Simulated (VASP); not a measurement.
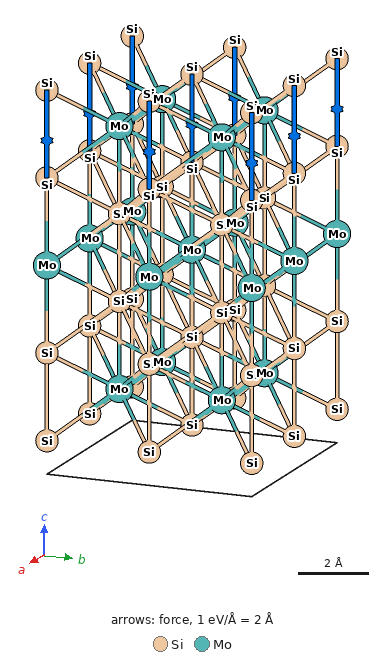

Starting geometry of a slab of composition Si2Mo with the computed forces as blue arrows. A ball-and-stick model of the 2 × 2 repeat of the cell, outlined in the plane, without the vacuum, seen slightly off an axis.

The run lets the atoms move in a fixed cell. 4 atoms are held fixed.

Level of theory: Kohn-Sham DFT of a periodic cell, PBEsol, VASP PAW PBE potentials, recommended (VASP 6.6.1).

Input file:
```
SYSTEM = Si2Mo
PREC = Accurate
ENCUT = 520
EDIFF = 1E-6
ISMEAR = -1
SIGMA = 0.05
LREAL = .FALSE.
LASPH = .TRUE.
NELM = 60
ALGO = Normal
ISIF = 2
LWAVE = .FALSE.
LCHARG = .FALSE.
LDIPOL = .TRUE.
IDIPOL = 3
DIPOL = 0.5 0.5 0.500
GGA = PS
IBRION = 2
NSW = 40
EDIFFG = -0.01
```

Launched with:
```bash
cat potpaw_PBE.64/Si/POTCAR potpaw_PBE.64/Mo_sv/POTCAR > POTCAR
mpirun -np 1 vasp_std > vasp.out
```

Q: Is this structure relaxed? If not, where do the atoms go?

A: It isn't relaxed: the largest force vector, on a Si atom, is 0.89 eV/Å. The final displacements follow the starting forces only in part (cosine between the two patterns 0.63). The largest move is that of a Si atom, 0.15 Å along the normal (−c). Largest moves by element: Si 0.15 Å, Mo 0.06 Å. The lattice vectors keep their values. Among the contacts that change: Si–Si 2.626 → 2.504 Å, Mo–Si 2.616 → 2.573 Å, Si–Si 2.626 → 2.601 Å, Mo–Si 2.616 → 2.599 Å. Among the angles between lasting bonds that change: Mo–Si–Mo 119.8° → 123.2°. The energy falls by 61.2 meV per cell of the calculation in 10 geometry steps. The largest force component goes from 0.89 to 0.91 eV/Å.
